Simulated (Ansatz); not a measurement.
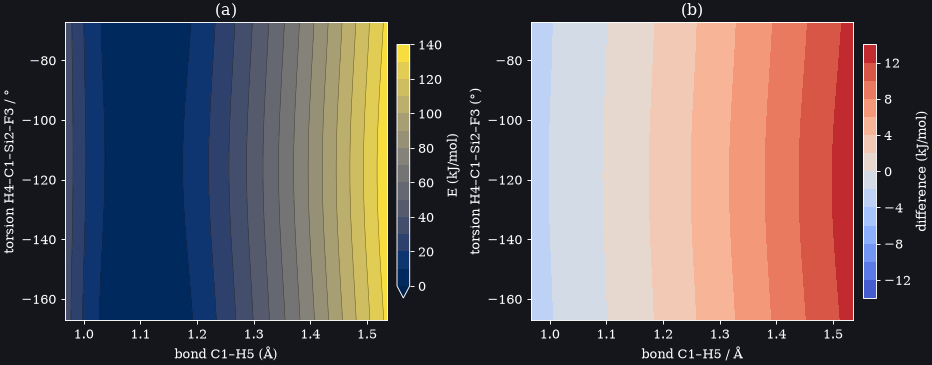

CH3FSi, SMILES C[Si]F. Two internal coordinates are moved rigidly from the geometry relaxed at PBE0-D4/def2-TZVP, all others fixed. Coordinates scanned: (1) bond C1–H5; (2) torsion H4–C1–Si2–F3. Grid: 7 × 6 points. Energies: kJ/mol, counted from each map's own lowest point. These are results of RKS PBE-D4/def2-TZVPP in Ansatz, not measurements.

Panel (a): RKS PBE-D4/def2-TZVPP (Ansatz). Panel (b): the map at RKS PBE0-D4/def2-TZVPP in Ansatz less the map of (a), each from its own lowest point.

Q: How does the change of method alter the landscape?

A: The difference runs from −2.7 kJ/mol at bond C1–H5 = 0.966 Å, torsion H4–C1–Si2–F3 = −167° to 13 kJ/mol at bond C1–H5 = 1.536 Å, torsion H4–C1–Si2–F3 = −127°.
